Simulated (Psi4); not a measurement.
# LC-wPBE/6-311G(d) (DKH2) run of C2H4B− (SMILES [BH3-]C#C)

What is the energy change on altering one bond length of C2H4B− at LC-wPBE/6-311G* (DKH2)? 

Program for the calculation: Psi4 1.11.

4 further runs of the same task are left out: 2 that didn't finish, 2 set aside as unsound or not needed.

## Step 1: The system as given

The species is C2H4B− (7 atoms), meant as a singlet with charge -1. As SMILES, `[BH3-]C#C`. The coordinates come from a GFN2-xTB relaxation.

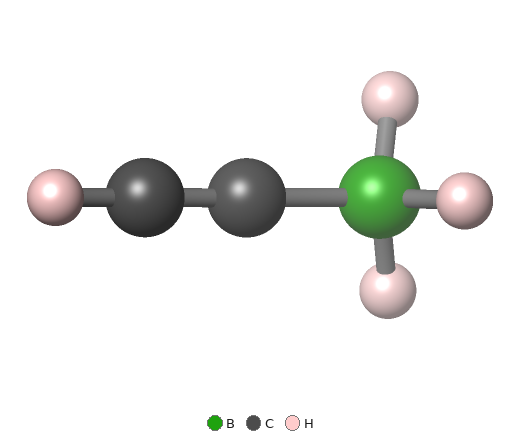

Viewed from a chosen angle; boron green, carbon dark grey, hydrogen pink.

## Step 2: Energy and one-electron properties at LC-wPBE/6-311G(d) (DKH2)

input.in

```
memory 1.6 GB

molecule mol {
  -1 1
  B     -0.762590     0.586710    -0.252460
  C      0.441630    -0.346170     0.145280
  C      1.367110    -1.053930     0.452870
  H     -1.743190    -0.103170    -0.531940
  H     -0.449000     1.267510    -1.228590
  H     -1.037060     1.326040     0.692310
  H      2.183100    -1.676990     0.722530
  units angstrom
  symmetry c1
}

set {
  basis        6-311G*
  scf_type     pk
  relativistic dkh
  dkh_order    2
}

energy_value, wavefunction = energy('lc-wpbe', return_wfn=True)
oeprop(wavefunction, 'QUADRUPOLE', 'MAYER_INDICES', 'WIBERG_LOWDIN_INDICES', 'NO_OCCUPATIONS')
```

Run with:

```console
$ psi4 -i input.in -o input.out -n 1
```

input.out, cut to the lines that bear on the results:

```text
[...]
  Running in c1 symmetry.
[...]
  Nuclear repulsion =   51.234109945090509
[...]
  Multiplicity = 1
[...]
  Nalpha       = 11
  Nbeta        = 11
[...]
    Number of basis functions: 66
[...]
   @RKS iter   1:  -103.21933608304822   -9.78077e-01   8.10338e-03 DIIS/ADIIS
[...]
   @RKS iter   8:  -103.39458268144668   -2.56496e-08   2.42539e-07 DIIS
[...]
    Orbital Energies [Eh]
    ---------------------
    Doubly Occupied:
       1A     -9.887428     2A     -9.877223     3A     -6.442391
       4A     -0.679924     5A     -0.492840     6A     -0.430455
       7A     -0.259358     8A     -0.240840     9A     -0.240761
      10A     -0.161781    11A     -0.161773
[...]
  @RKS Final Energy:  -103.39458268144668
   => Energetics <=
    Nuclear Repulsion Energy =             51.2341099450905091
    One-Electron Energy =                -243.7523894956273409
    Two-Electron Energy =                 101.3411699481516592
    DFT Exchange-Correlation Energy =     -12.2174730790615218
    Empirical Dispersion Energy =           0.0000000000000000
    VV10 Nonlocal Energy =                  0.0000000000000000
    Total Energy =                       -103.3945826814466784
[...]
 Multipole Moments:
 ------------------------------------------------------------------------------------
     Multipole            Electronic (a.u.)      Nuclear  (a.u.)        Total (a.u.)
 ------------------------------------------------------------------------------------
 L = 1.  Multiply by 2.5417464519 to convert [e a0] to [Debye]
 Dipole X            :          2.4905340           -1.1312279            1.3593061
 Dipole Y            :         -1.9319081            0.8850202           -1.0468879
 Dipole Z            :          0.8226897           -0.3733886            0.4493011
 Magnitude           :                                                    1.7735723
 L = 2.  Multiply by 1.3450342976 to convert [e a0^2] to [Debye ang]
 Quadrupole XX       :       -103.2157030           80.9924353          -22.2232677
 Quadrupole XY       :         59.0618180          -56.8159827            2.2458353
[...]
```

It took 5.7 s on 1 thread of Intel Xeon 6975P-C (Granite Rapids), shared host; peak memory 0.52 GiB.

## Step 3: The distorted shape, same level

run.py

```python
import psi4

psi4.set_memory('1600 MB')
psi4.set_num_threads(1)
psi4.set_output_file('c2h4b.out', False)

m = psi4.geometry("""
-1 1
B     -0.925798     0.711329    -0.306395
C      0.278422    -0.221551     0.091345
C      1.203902    -0.929311     0.398935
H     -1.906398     0.021449    -0.585875
H     -0.612208     1.392129    -1.282525
H     -1.200268     1.450659     0.638375
H      2.183100    -1.676990     0.722530
symmetry c1
""")

psi4.set_options({
    'basis': '6-311G*',
    'scf_type': 'pk',
    'relativistic': 'dkh',
    'dkh_order': 2,
})

result, w = psi4.energy('lc-wpbe', molecule=m, return_wfn=True)
psi4.oeprop(w, 'QUADRUPOLE', 'MAYER_INDICES', 'WIBERG_LOWDIN_INDICES', 'NO_OCCUPATIONS', title='LC-WPBE')
print(f'total energy {result:.8f} hartree = {result * 27.211386:.5f} eV')
```

Run with:

```console
$ python run.py
```

c2h4b.out, cut to the lines that bear on the results:

```text
[...]
  Running in c1 symmetry.
[...]
  Nuclear repulsion =   50.563468024438457
[...]
  Multiplicity = 1
[...]
  Nalpha       = 11
  Nbeta        = 11
[...]
    Number of basis functions: 66
[...]
   @RKS iter   1:  -103.17556034542676   -9.98293e-01   8.46713e-03 DIIS/ADIIS
[...]
   @RKS iter   8:  -103.37243091959455   -3.24107e-08   3.05580e-07 DIIS
[...]
    Orbital Energies [Eh]
    ---------------------
    Doubly Occupied:
       1A     -9.899877     2A     -9.889841     3A     -6.443381
       4A     -0.678932     5A     -0.474605     6A     -0.406176
       7A     -0.259881     8A     -0.242071     9A     -0.241993
      10A     -0.163052    11A     -0.163044
[...]
  @RKS Final Energy:  -103.37243091959455
   => Energetics <=
    Nuclear Repulsion Energy =             50.5634680244384569
    One-Electron Energy =                -242.4272733373281881
    Two-Electron Energy =                 100.6489996908660203
    DFT Exchange-Correlation Energy =     -12.1576252975708421
    Empirical Dispersion Energy =           0.0000000000000000
    VV10 Nonlocal Energy =                  0.0000000000000000
    Total Energy =                       -103.3724309195945494
[...]
 Multipole Moments:
 ------------------------------------------------------------------------------------
     Multipole            Electronic (a.u.)      Nuclear  (a.u.)        Total (a.u.)
 ------------------------------------------------------------------------------------
 L = 1.  Multiply by 2.5417464519 to convert [e a0] to [Debye]
 Dipole X            :          2.3514840           -0.9900064            1.3614776
 Dipole Y            :         -1.8256450            0.7771891           -1.0484558
 Dipole Z            :          0.7766889           -0.3267195            0.4499694
 Magnitude           :                                                    1.7763315
 L = 2.  Multiply by 1.3450342976 to convert [e a0^2] to [Debye ang]
 Quadrupole XX       :       -105.5206134           83.2808251          -22.2397883
 Quadrupole XY       :         60.6992423          -58.5668787            2.1323636
[...]
```

On the terminal:

```text
total energy -103.37243092 hartree = -2812.90712 eV
```

Run time: 6.6 s. Hardware: 1 thread of Intel Xeon 6975P-C (Granite Rapids), shared host; peak memory 0.51 GiB.

## Step 4: Outcome

At LC-wPBE/6-311G* (DKH2):

```
                                                              quantity          value
                                             first shape: total energy  -103.39458 Eh
                                              first shape: HOMO energy       -4.40 eV
                                              first shape: LUMO energy        8.24 eV
    first shape: HOMO–LUMO gap (to an unbound level, set by the basis)       12.64 eV
                                         distorted shape: total energy  -103.37243 Eh
                                          distorted shape: HOMO energy       -4.44 eV
                                          distorted shape: LUMO energy        7.51 eV
distorted shape: HOMO–LUMO gap (to an unbound level, set by the basis)       11.95 eV
     energy change with the C3–H7 bond stretched from 1.061 to 1.274 Å       0.603 eV
```

With the C3–H7 bond stretched from 1.061 to 1.274 Å the energy rises by 0.60 eV (13.9 kcal/mol). The first shape isn't relaxed at this level, so the change isn't measured from a minimum.
